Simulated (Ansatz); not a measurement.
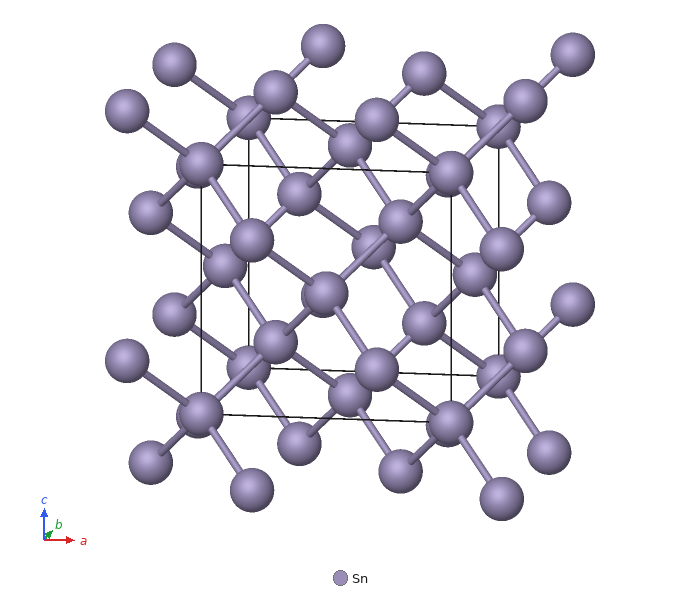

Sn (space group Fd-3m, No. 227). Coordinates: the input geometry of an electronic-structure calculation (not necessarily at equilibrium); the starting structure was generated, so it need not be a known form of this composition.

Bonds are taken as Sn–Sn below 3.2 Å; no other contact counts. Atoms with one bond or none are removed and atoms with two bonds are replaced by edges, until no such atom is left.

Question: What kind of net remains, and which atoms are its nodes?

Answer: A uninodal 4-connected, three-periodic net: Sn is a 4-connected node.

Question: Which named net is it?

Answer: It is the dia net, known from diamond, zinc blende and cristobalite.

Question: Is the net interpenetrated?

Answer: It is a single net, without interpenetration.

Question: Give the point symbol of each node (shortest cycle at each angle).

Answer: Sn: 6⁶.

Question: Give the first four terms of the coordination sequence (nodes one, two, three … edges away).

Answer: Sn: 4, 12, 24, 42.

The simplified net, drawn on the atoms' positions. Nodes are coloured by element. Edges to nodes outside the piece are drawn as stubs.

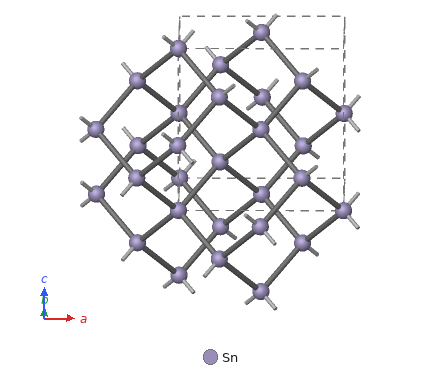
